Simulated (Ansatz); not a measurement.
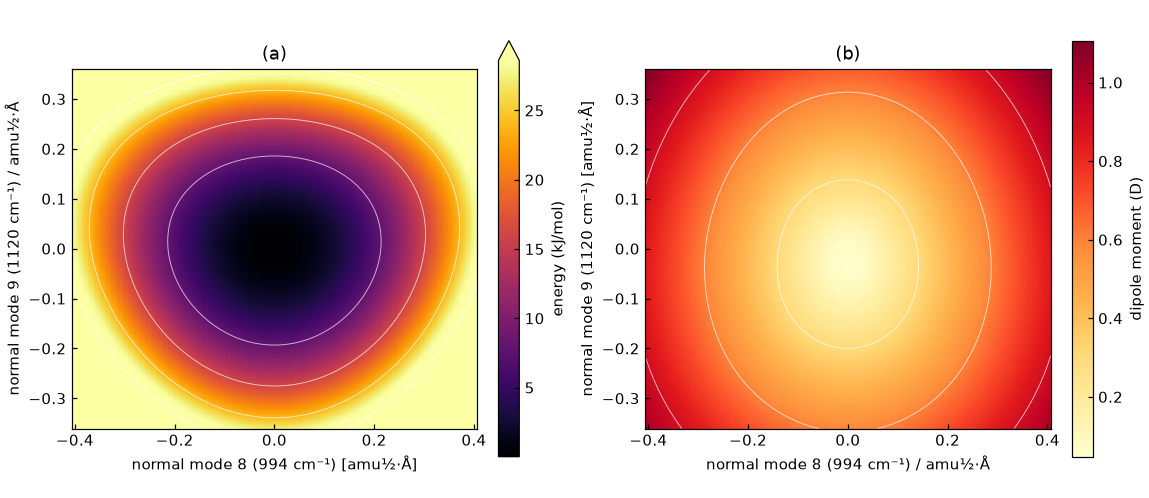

CH₂F₂Si, SMILES C=[Si](F)F. The first coordinate is: normal mode 8 (994 cm⁻¹); the second: normal mode 9 (1120 cm⁻¹). Nothing is relaxed (straight displacements along the two mass-weighted modes). The grid has 9 × 9 points; 45 points were computed and 36 follow by symmetry. Energies are in kJ/mol, from the lowest grid point. Level of theory: Ansatz, RKS r2SCAN-D4/def2-TZVP.

Panel (a) is the energy; panel (b) is the computed dipole moment, in D.

In the figure: a smooth colour map with a few white contour lines, one colour for all values above the top of the scale. Between grid points the surface is interpolated.

### How does the dipole moment vary over the map, and what is it at the lowest grid point?

Leaving out the highest fifth of the energies, it runs from 0.06 D at normal mode 8 (994 cm⁻¹) = 0.000 amu½·Å, normal mode 9 (1120 cm⁻¹) = 0.00 amu½·Å to 0.94 D at normal mode 8 (994 cm⁻¹) = −0.406 amu½·Å, normal mode 9 (1120 cm⁻¹) = 0.18 amu½·Å. At the lowest grid point, normal mode 8 (994 cm⁻¹) = 0.000 amu½·Å, normal mode 9 (1120 cm⁻¹) = 0.00 amu½·Å, it is 0.06 D.
